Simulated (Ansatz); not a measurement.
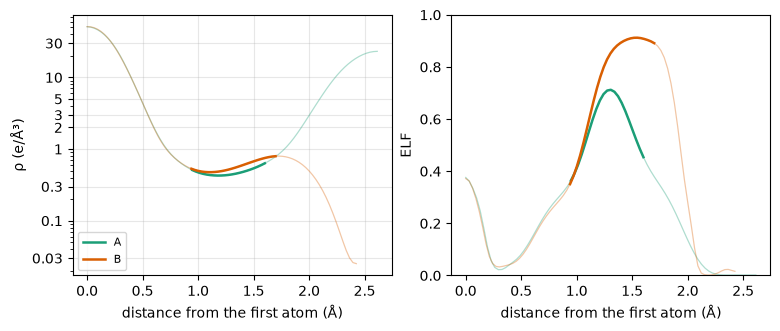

Figure 1: Ga₃SbP₂. Valence electron density and ELF along straight lines between neighbouring atoms. Thin, pale parts lie inside the atomic spheres.

Space group I-4m2; started from the ordered alloy on zincblende lattice prototype, which need not be the ambient phase.

These are results of DFT, PBE, plane waves, PAW (Ansatz 0.2.0), not measurements.

The density is the valence pseudo-density of a PAW calculation; it isn't the true density close to the nuclei.

```
CELL_PARAMETERS angstrom
4.05661 0.00000 0.00000
0.00000 4.05661 0.00000
0.00000 0.00000 17.24019
ATOMIC_POSITIONS crystal
P 0.00000 0.00000 0.17280
P 0.50000 0.50000 0.67280
Ga 0.00000 0.50000 0.25000
Ga 0.50000 0.00000 0.75000
P 0.50000 0.50000 0.32720
P 0.00000 0.00000 0.82720
Ga 0.50000 0.00000 0.40435
Ga 0.00000 0.50000 0.90435
Sb 0.50000 0.50000 0.00000
Sb 0.00000 0.00000 0.50000
Ga 0.50000 0.00000 0.09565
Ga 0.00000 0.50000 0.59565
```

### Which curve belongs to which contact (Ga–P and Ga–Sb)? The first atom named is at distance zero.

Curve A: Ga–Sb (2.61 Å): ρ at the midpoint is about 0.44 e/Å³; the ELF peaks at about 0.70 between the atoms. Curve B: Ga–P (2.43 Å): ρ is about 0.49 e/Å³ halfway; the ELF peaks at about 0.90 in the valence shell of P, 0.9 Å from its nucleus, and is about 0.75 at the midpoint.
